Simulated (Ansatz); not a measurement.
# Fields on a plane of Cs2LiYCl6 (space group Fm-3m)

```xyz
10
Lattice="0.0000 5.2470 5.2470 5.2470 0.0000 5.2470 5.2470 5.2470 0.0000" Properties=species:S:1:pos:R:3 pbc="T T T"
Cs     7.8705     7.8705     7.8705
Cs     2.6235     2.6235     2.6235
Li     5.2470     5.2470     5.2470
Y      0.0000     0.0000     0.0000
Cl     2.6343     5.2470     5.2470
Cl     7.8597     5.2470     5.2470
Cl     5.2470     2.6343     5.2470
Cl     5.2470     7.8597     5.2470
Cl     5.2470     5.2470     2.6343
Cl     5.2470     5.2470     7.8597
```

The slice is a {100} plane (indices of the conventional cell) through the point (0.500, 0.500, 0.500) (fractional), spanned by u = [100] and v = [0 1 -1] in vectors of this cell: u (7.42 Å) and v (7.42 Å, at 90° to u). It covers one period; positions are fractions (u, v).

Atoms on it: Li at (0.00, 0.00); Y at (0.50, 0.50); Cl at (0.75, 0.25); Cl at (0.25, 0.75); Cl at (0.75, 0.75); Cl at (0.25, 0.25).

The numbers are results of r2SCAN (plane waves to 500 eV, PAW, scalar-relativistic; Ansatz, an electronic-structure program), not measurements. k mesh 6×6×6. Inside the PAW spheres the values are not all-electron values, and peaks at nuclei hang on which shells count as valence. Cs2LiYCl6 is run without spin polarisation. Cs2LiYCl6 was relaxed with its symmetry unable to fall.

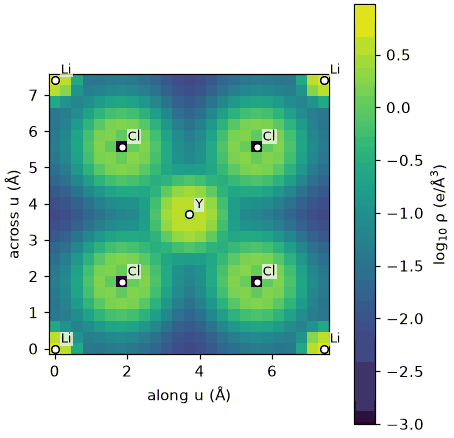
Log₁₀ of the valence density in e/Å³, one period of the plane, atoms marked. The scale is logarithmic, as a density can span decades between atoms and voids; values under 0.001 e/Å³ are set to 0.001.

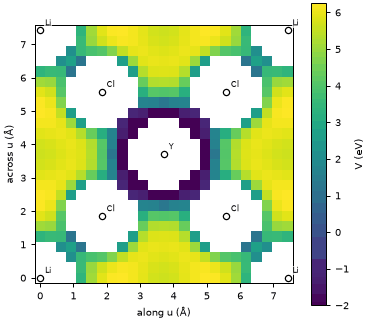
Figure. Electrostatic potential energy of an electron, from the cell's mean, in eV, one period of the plane, atoms marked. Points within 1 Å of a nucleus are left white, as the pseudised field means little there. Values under -2 eV are set to -2. The zero, the cell's mean, hangs on the PAW cores.
